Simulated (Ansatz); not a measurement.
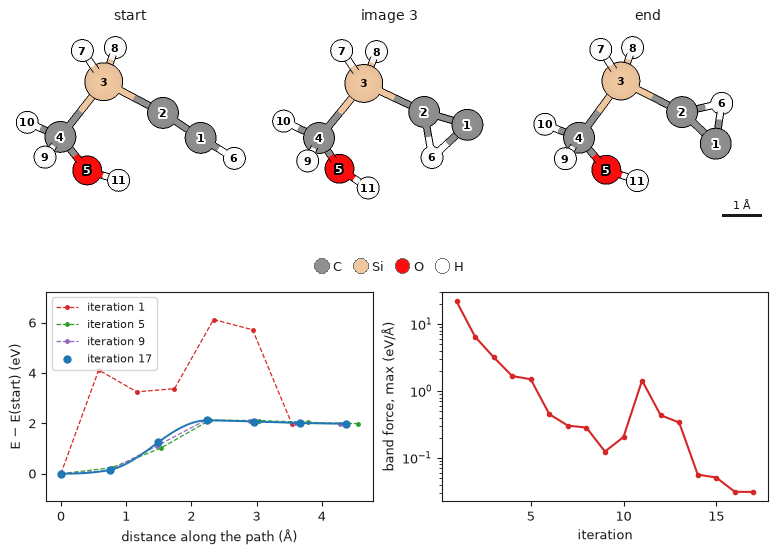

A search for the minimum-energy path of C3H6OSi by the nudged elastic band. Images are numbered from 0 (start) to 6 (end). The plot follows the band through its iterations. Style: ball-and-stick. Shown at a tilt.

Level of theory: UKS PBE-D4/6-31G* in Ansatz 0.2.0. Settings: 5 movable images; climbing image; force threshold 0.05 eV/Å; iteration limit 60; starting path through a guess of the saddle point.

Judge this run.

The result is final at these settings. The band converged in 17 iterations. The largest component of the band force went from 22 to 0.031 eV/Å. The climbing image converged on the top of the path. Its vibrational analysis gives one imaginary mode (231i cm⁻¹), as a transition state must have. The first iteration put the highest image at 6.13 eV. The energy climbs by 2.12 eV to image 3 and then falls by 0.13 eV, so the end point sits at +1.99 eV.

Cost: 3.3 min on 2 threads of Arm Neoverse V2 (shared host), peak memory 0.16 GiB.
